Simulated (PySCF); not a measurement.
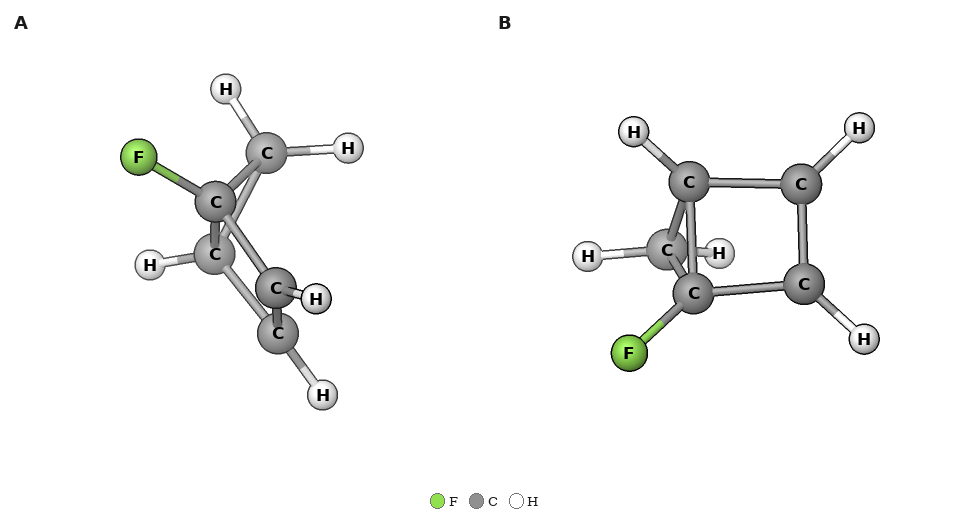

Depth is shown by fading: the farther an atom, the more it takes the colour of the background. The computed structure is the end point of a PBE0-D3(BJ)/def2-SVP optimisation. No frequency run is at hand to confirm it as a minimum.

> How are A and B related: the same structure turned, mirror images, conformers, diastereomers or constitutional isomers?

They are enantiomers, mirror images that no rotation superimposes: A is F[C@@]12C=C[C@@H]1C2 (S, S), B is F[C@]12C=C[C@H]1C2 (R, R). Their energies are equal.
